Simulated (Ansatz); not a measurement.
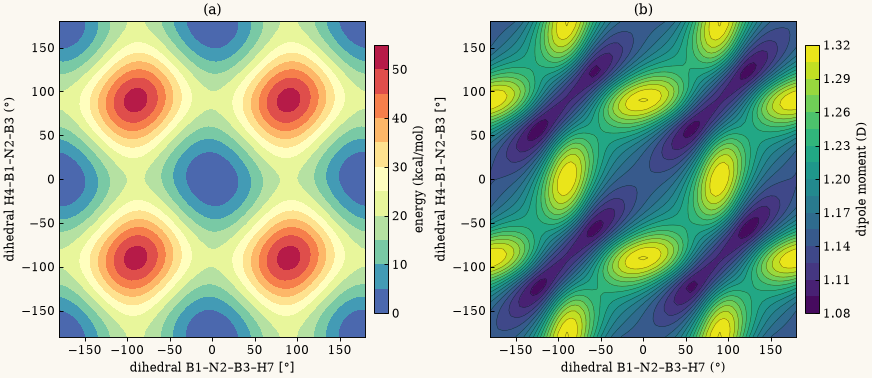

B2H5N, SMILES BNB. The first coordinate is: dihedral B1–N2–B3–H7; the second: dihedral H4–B1–N2–B3. Nothing is relaxed (all other coordinates rigid). Grid: 18 × 18 points; 91 points were computed and 233 follow by symmetry. Points are written as (first, second). All energies are given in kcal/mol relative to the lowest grid point. Theory: Ansatz, RHF/def2-TZVP.

Panel (a) is the energy and panel (b) the computed dipole moment on the same grid.

Drawn: filled contours. Between grid points the surface is interpolated.

> How does the dipole moment vary over the map, and what is it at the lowest grid point?

Leaving out the highest fifth of the energies, it runs from 1.10 D at (−140°, 40°) to 1.31 D at (−80°, −180°). At the lowest grid point, (−180°, 0°), it is 1.14 D.
